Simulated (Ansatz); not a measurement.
## Fields on a plane of TiO2 (rutile)

```xyz
6
Lattice="4.5916 0.0000 0.0000 0.0000 4.5916 0.0000 0.0000 0.0000 2.9391" Properties=species:S:1:pos:R:3 pbc="T T T"
Ti     0.0000     0.0000     0.0000
Ti     2.2958     2.2958     1.4696
O      1.3978     1.3978     0.0000
O      3.6936     0.8980     1.4696
O      0.8980     3.6936     1.4696
O      3.1938     3.1938     0.0000
```

The slice is a (-1 1 0) plane (indices of the conventional cell) through the point (0.500, 0.500, 0.500) (fractional), spanned by u = [001] and v = [110] in vectors of this cell: u (2.94 Å) and v (6.49 Å, at 90° to u). It covers one period; positions are fractions (u, v).

Atoms on it: Ti at (0.50, 0.50); Ti at (0.00, 0.00); O at (0.50, 0.80); O at (0.50, 0.20).

Computed with PBEsol (plane waves to 420 eV, PAW, scalar-relativistic; Ansatz, a first-principles code). k mesh 7×7×11. These are valence fields of a PAW run, semicore shells included where kept as valence: close to a nucleus they are smooth pseudo fields. The PAW data are Ansatz's earlier set. TiO2 is run without spin polarisation. TiO2 was relaxed with its symmetry unable to fall.

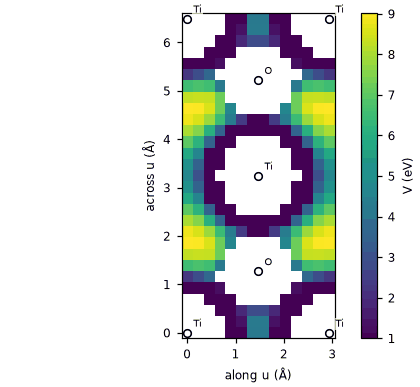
Electrostatic potential energy of an electron, from the cell's mean, in eV, one period of the plane, atoms marked. Points within 0.8 Å of a nucleus are left white, as the pseudised field means little there. Values under 1 eV are set to 1. The zero, the cell's mean, hangs on the PAW cores.

```
|xxxx@@++....----....++@@xx|
|@@@@##--::**%%%%**::--##@@|
|**++--::**@@@@@@@@**::--++|
|......++@@@@xxxx@@@@++....|
|    ==%%@@xxxxxxxx@@%%==  |
|  ..++@@@@xxxxxxxx@@@@++..|
|    ==%%@@@@xxxx@@@@%%==  |
|    ::**%%@@@@@@@@%%**::  |
|      ::==********==::    |
|          ........        |
|        ..==****==..      |
|      ..++%%@@@@%%++..    |
|..    ::%%@@xxxx@@%%::    |
|..    --%%xxxxxxxx%%--    |
|..    ::%%@@xxxx@@%%::    |
|      ..++%%@@@@%%++..    |
|        ..==****==..      |
|          ........        |
|      ::==********==::    |
|    ::**%%@@@@@@@@%%**::  |
|    ==%%@@@@xxxx@@@@%%==  |
|  ..++@@@@xxxxxxxx@@@@++..|
|    ==%%@@xxxxxxxx@@%%==  |
|......++@@@@xxxx@@@@++....|
|**++--::**@@@@@@@@**::--++|
|@@@@##--::**%%%%**::--##@@|
|xxxx@@++....----....++@@xx|
|xxxx@@**..        ..**@@xx|
```
Scale: ten equal steps from 0.04 (start of ' ') to 0.83 (end of '@'), in the order ' .:-=+*#%@'. Values: electron localisation function (ELF). The map has 13 points along u (two characters each, u = 0 at the left) and 28 along v (v = 0 in the bottom row). Points within 0.4 Å of a nucleus are blanked (x), as the pseudised field means little there.

The density on the Ti–O line (1.94 Å) at its midpoint comes out as 0.76 e/Å³. The ELF at that point is 0.2.
